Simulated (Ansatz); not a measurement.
Consider Zn2S3.

```cif
data_structure
_symmetry_space_group_name_H-M 'P 1'
_symmetry_Int_Tables_number 1
_cell_length_a 6.0788
_cell_length_b 6.0788
_cell_length_c 17.4776
_cell_angle_alpha 90.000
_cell_angle_beta 90.000
_cell_angle_gamma 120.000
_cell_volume 559.31
loop_
_atom_site_label
_atom_site_type_symbol
_atom_site_fract_x
_atom_site_fract_y
_atom_site_fract_z
_atom_site_occupancy
Zn1 Zn 0.33333 0.66667 0.02111 1
Zn2 Zn 0.00000 0.00000 0.35444 1
Zn3 Zn 0.66667 0.33333 0.68777 1
Zn4 Zn 0.00000 0.00000 0.14556 1
Zn5 Zn 0.66667 0.33333 0.47889 1
Zn6 Zn 0.33333 0.66667 0.81223 1
Zn7 Zn 0.33333 0.66667 0.31223 1
Zn8 Zn 0.00000 0.00000 0.64556 1
Zn9 Zn 0.66667 0.33333 0.97889 1
Zn10 Zn 0.66667 0.33333 0.18777 1
Zn11 Zn 0.33333 0.66667 0.52111 1
Zn12 Zn 0.00000 0.00000 0.85444 1
S1 S 0.29499 0.00000 0.25000 1
S2 S 0.96166 0.33333 0.58333 1
S3 S 0.62833 0.66667 0.91667 1
S4 S 0.00000 0.29499 0.25000 1
S5 S 0.66667 0.62833 0.58333 1
S6 S 0.33333 0.96166 0.91667 1
S7 S 0.70501 0.70501 0.25000 1
S8 S 0.37167 0.03834 0.58333 1
S9 S 0.03834 0.37167 0.91667 1
S10 S 0.37167 0.33333 0.08333 1
S11 S 0.03834 0.66667 0.41667 1
S12 S 0.70501 0.00000 0.75000 1
S13 S 0.66667 0.03834 0.08333 1
S14 S 0.33333 0.37167 0.41667 1
S15 S 0.00000 0.70501 0.75000 1
S16 S 0.96166 0.62833 0.08333 1
S17 S 0.62833 0.96166 0.41667 1
S18 S 0.29499 0.29499 0.75000 1
```

Space group R-3c; started from the corundum_167 prototype, which need not be the ambient phase.

The calculation used DFT PBE, scalar-relativistic, plane waves, PAW (Ansatz).

Predict the valence pseudo-density and electron localisation function between the atoms.

Answer. Zn–S (2.41 Å): ρ is about 0.44 e/Å³ halfway; the ELF peaks at about 0.90 in the valence shell of S, 0.8 Å from its nucleus, and is about 0.50 at the midpoint.
Zn–S (2.56 Å): ρ at the midpoint is about 0.33 e/Å³; the ELF peaks at about 0.90 in the valence shell of S, 0.8 Å from its nucleus, and drops to about 0.15 between the two atoms.

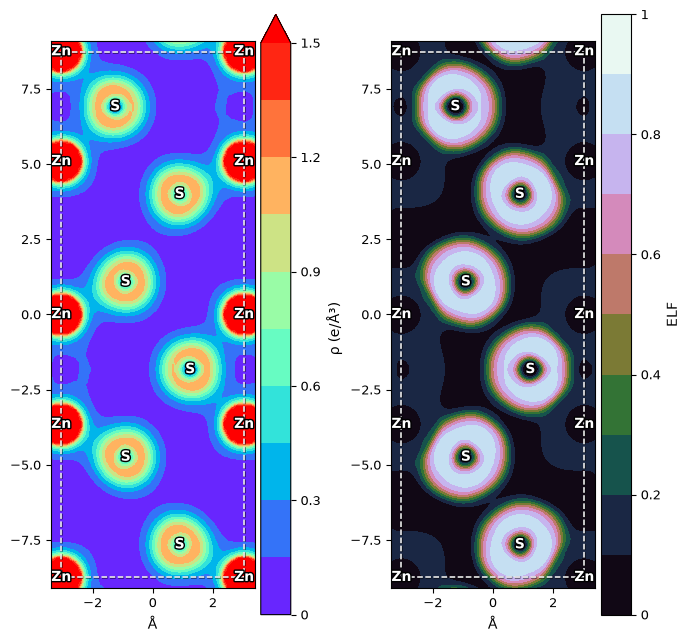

Computed valence pseudo-density and electron localisation function on the (100) plane of the conventional cell, in this order. 

In a PAW calculation such maps are meaningful between the atoms, not at the nuclei.
